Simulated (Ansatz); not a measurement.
Consider ZnS in the zinc blende structure (space group F-43m, No. 216; a = 5.357 Å).

Modification: full substitution S → Se; the structure is relaxed again.

Calculations: DFT with PBEsol, PAW potentials and a 420 eV plane-wave cutoff in Ansatz (an electronic-structure program), without spin-orbit coupling.

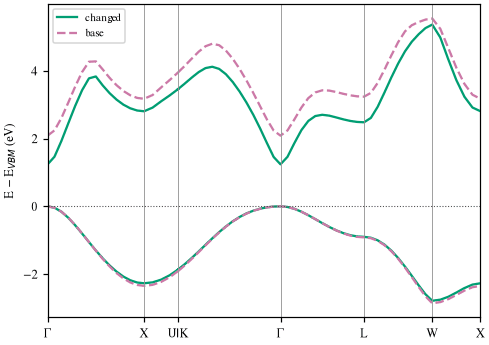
Figure: Highest valence and lowest conduction band along the path, each from its own valence-band maximum

Task: From the figure, how large is the changed gap, and is it direct?

Result: About 1.2 eV, direct at Γ.

No phonon test of stability was made.
